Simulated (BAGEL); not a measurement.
# AlClFH2N (SMILES [NH2][Al]([F])[Cl]) at HF/STO-3G (density fitting with qzvpp-jkfit)

What is the vertical electron affinity of AlClFH2N at HF/STO-3G (density fitting with qzvpp-jkfit)? 

The results are computed with BAGEL 1.2.2.

### 1 The system as given

AlClFH2N has 6 atoms, charge 0, and is taken as a singlet. As SMILES, `[NH2][Al]([F])[Cl]`. The coordinates come from a PBE0-D4/def2-TZVP relaxation.

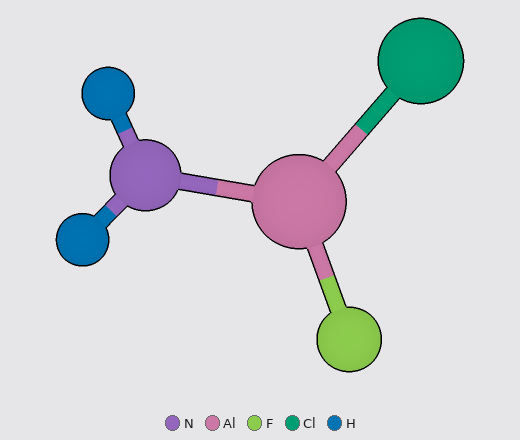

The structure, seen from a chosen angle (nitrogen purple, aluminium pink, fluorine green, chlorine teal, hydrogen blue).

### 2 The energy at HF/STO-3G (density fitting with qzvpp-jkfit)

File calc.json:

```json
{ "bagel" : [

{
  "title" : "molecule",
  "basis" : "sto-3g",
  "df_basis" : "qzvpp-jkfit",
  "angstrom" : true,
  "geometry" : [
    { "atom" : "N", "xyz" : [      -0.112300,       0.982600,      -0.025800 ] },
    { "atom" : "Al", "xyz" : [       0.152500,      -0.739100,       0.092300 ] },
    { "atom" : "F", "xyz" : [       1.041800,      -1.345500,       1.331100 ] },
    { "atom" : "Cl", "xyz" : [      -0.641100,      -2.049400,      -1.313600 ] },
    { "atom" : "H", "xyz" : [       0.246300,       1.661500,       0.624800 ] },
    { "atom" : "H", "xyz" : [      -0.645100,       1.426000,      -0.754900 ] }
  ]
},

{ "title" : "hf" },

{ "title" : "print", "file" : "orbitals.molden", "orbitals" : true }

]}
```

On the command line:

```bash
$ BAGEL_NUM_THREADS=1 BAGEL calc.json > calc.out
```

Log:

```text
* using 1 threads per process

  ===============================================================
  ===============================================================

  *** Geometry ***

  { "atom" : "N", "xyz" : [     -0.212216,      1.856845,     -0.048755 ] },
  { "atom" : "Al", "xyz" : [      0.288183,     -1.396697,      0.174422 ] },
  { "atom" : "F", "xyz" : [      1.968717,     -2.542627,      2.515414 ] },
  { "atom" : "Cl", "xyz" : [     -1.211503,     -3.872805,     -2.482344 ] },
  { "atom" : "H", "xyz" : [      0.465440,      3.139780,      1.180701 ] },
  { "atom" : "H", "xyz" : [     -1.219062,      2.694749,     -1.426554 ] },

  Number of auxiliary basis functions:      446

  Since a DF basis is specified, we compute 2- and 3-index integrals:
    o Being stored without compression. Storage requirement is 0.003 GB

  Number of basis functions:       30
  Number of electrons      :       48

    * METHOD: MOLECULE                             0.09

  *** RHF ***

  === Nuclear Repulsion ===
   197.6634665035

      * DIIS with orbital gradients will be used.

  === RHF iteration (sto-3g) ===
      0       -846.61899500          0.01606157           0.01
      1       -846.70696086          0.00337111           0.01
      2       -846.71059158          0.00069248           0.01
      3       -846.71084790          0.00014956           0.01
      4       -846.71086141          0.00004911           0.01
      5       -846.71086310          0.00001059           0.01
      6       -846.71086318          0.00000177           0.01
      7       -846.71086318          0.00000034           0.01
      8       -846.71086318          0.00000009           0.01
      9       -846.71086318          0.00000003           0.01
     10       -846.71086318          0.00000001           0.01
    * SCF iteration converged.

    * Permanent dipole moment:
           (   -0.215075,    -1.034151,    -0.491282) a.u.

    * METHOD: HF                                   0.23

    * METHOD: PRINT                                0.00

  ===============================================================
```

Run time: 0.67 s. Hardware: 1 thread of Intel Xeon 6975P-C (Granite Rapids), shared host; peak memory 0.08 GiB.

### 3 The doublet anion, same level

File input.json:

```json
{ "bagel": [

{
  "title": "molecule",
  "basis": "sto-3g",
  "df_basis": "qzvpp-jkfit",
  "angstrom": true,
  "geometry": [
    { "atom": "N", "xyz": [   -0.112300,    0.982600,   -0.025800 ] },
    { "atom": "Al", "xyz": [    0.152500,   -0.739100,    0.092300 ] },
    { "atom": "F", "xyz": [    1.041800,   -1.345500,    1.331100 ] },
    { "atom": "Cl", "xyz": [   -0.641100,   -2.049400,   -1.313600 ] },
    { "atom": "H", "xyz": [    0.246300,    1.661500,    0.624800 ] },
    { "atom": "H", "xyz": [   -0.645100,    1.426000,   -0.754900 ] }
  ]
},
{
  "title": "uhf",
  "charge": -1,
  "nopen": 1
},
{
  "title": "print",
  "file": "orbitals.molden",
  "orbitals": true
}

]}
```

On the command line:

```bash
$ BAGEL_NUM_THREADS=1 BAGEL input.json > input.out
```

Log:

```text
* using 1 threads per process

  ===============================================================
  ===============================================================

  *** Geometry ***

  { "atom" : "N", "xyz" : [     -0.212216,      1.856845,     -0.048755 ] },
  { "atom" : "Al", "xyz" : [      0.288183,     -1.396697,      0.174422 ] },
  { "atom" : "F", "xyz" : [      1.968717,     -2.542627,      2.515414 ] },
  { "atom" : "Cl", "xyz" : [     -1.211503,     -3.872805,     -2.482344 ] },
  { "atom" : "H", "xyz" : [      0.465440,      3.139780,      1.180701 ] },
  { "atom" : "H", "xyz" : [     -1.219062,      2.694749,     -1.426554 ] },

  Number of auxiliary basis functions:      446

  Since a DF basis is specified, we compute 2- and 3-index integrals:
    o Being stored without compression. Storage requirement is 0.003 GB

  Number of basis functions:       30
  Number of electrons      :       48

    * METHOD: MOLECULE                             0.10

  *** Open-shell HF ***

  === Nuclear Repulsion ===
   197.6634665035

      * DIIS with orbital gradients will be used.

  === UHF iteration (sto-3g) ===
      0       -846.29886628          0.03012361           0.03
      1       -846.37809117          0.00556514           0.03
      2       -846.38184629          0.00157942           0.03
      3       -846.38227356          0.00049580           0.03
      4       -846.38242521          0.00014707           0.03
      5       -846.38244569          0.00005259           0.03
      6       -846.38244858          0.00000880           0.03
      7       -846.38244869          0.00000606           0.04
      8       -846.38244878          0.00000574           0.03
      9       -846.38244880          0.00000584           0.03
     10       -846.38244862          0.00000466           0.03
     11       -846.38244836          0.00000166           0.03
     12       -846.38244834          0.00000055           0.03
     13       -846.38244834          0.00000014           0.03
     14       -846.38244834          0.00000004           0.03
     15       -846.38244834          0.00000002           0.03
     16       -846.38244834          0.00000001           0.03
    * SCF iteration converged.

    * S^2 (UHF) is 0.7560

    * Permanent dipole moment:
           (   -0.216542,    -0.679259,    -0.428030) a.u.

    * METHOD: UHF                                  0.54

    * METHOD: PRINT                                0.00

  ===============================================================
```

Run time: 1 s. Hardware: 1 thread of Intel Xeon 6975P-C (Granite Rapids), shared host; peak memory 0.08 GiB.

### 4 Results

Level: HF/STO-3G (density fitting with qzvpp-jkfit).

| quantity | value |
| --- | --- |
| singlet AlClFH2N: total energy | -846.71086 Eh |
| singlet AlClFH2N: dipole moment | 2.96 D |
| singlet AlClFH2N: HOMO energy | -8.74 eV |
| singlet AlClFH2N: LUMO energy | 9.31 eV |
| singlet AlClFH2N: HOMO–LUMO gap | 18.05 eV |
| doublet anion: total energy | -846.38245 Eh |
| doublet anion: ⟨S²⟩ | 0.756 |
| vertical electron affinity (to the doublet anion) | -8.937 eV |

What this shows: The anion lies 8.94 eV (206 kcal/mol) above the neutral: the electron isn't bound at this level, and such a value depends on the basis. Without diffuse functions anions come out too high. Hartree–Fock misses the correlation that binds many anions.
